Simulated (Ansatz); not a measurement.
Consider TcCl2 (1T sheet).

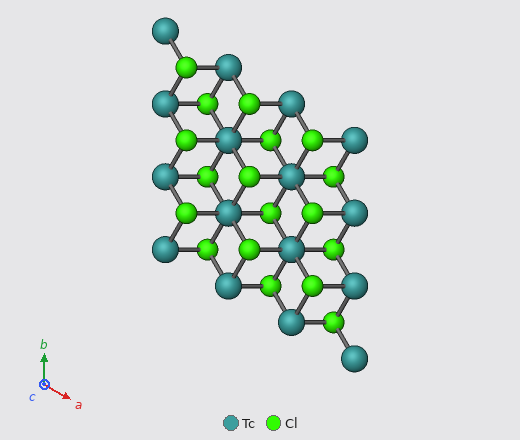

The structure (technetium teal, chlorine green). 3×3×1 cells are drawn. Some periodic images of atoms are drawn too.

The cell holds 3 atoms: 1 Tc and 2 Cl. Its edges and angles: a = 3.234 Å, b = 3.234 Å, c = 30.112 Å, α = 90.0°, β = 90.0°, γ = 120.0°. Vacuum lies along c.

```xyz
3
Lattice="0.0000 2.2870 2.2870 2.2870 -2.2870 0.0000 17.3850 17.3850 -17.3850" Properties=species:S:1:pos:R:3
Tc    5.5298    5.5298   -5.5298
Cl    7.9385    5.6515   -5.6515
Cl    5.4081    5.4081   -3.1212
```

The structure was relaxed with PBEsol. The structure was generated from a model, not taken from a measurement. The runs that relaxed it are not among those shown. The program's search for lower electronic states was switched off, so nothing shows that the state found is the lowest. PAW set soft_2, made with PBE.

A constrained-RPA run (Ansatz 0.2.0; non-magnetic PBEsol; Tc t2g, bands v3 to v1, 6×6×1 mesh, medium accuracy) builds 3 functions on bands 3.4 eV wide, with 5.0 electrons in the window. The bare on-site interaction is 12.2 eV and the bare J 0.45 eV.

Q: What U and J survive the screening?

On the Tc t2g shell, U = 3.32 eV (27 % of the bare value), U′ = 2.65 eV, J = 0.31 eV.

The parent state is non-magnetic and the interaction static (zero frequency); U depends on the window and the orbitals, so it belongs to this model alone.

[Paths, hosts, dates, memory and timing lines, banners, echoed tables and standing remarks are left out of the program output.]

[Logs are printed without paths, hosts, clocks, repeated set-up lines and the standing remarks that a program may print on its own settings, such as how far it seeks lower states.]

[Runs of the session that timed out or met a known fault of the program may be left out.]

[Hosts, paths, dates, database ids (printed as entryN), source tags and the programs' standing remarks are cut or masked in the printed files.]
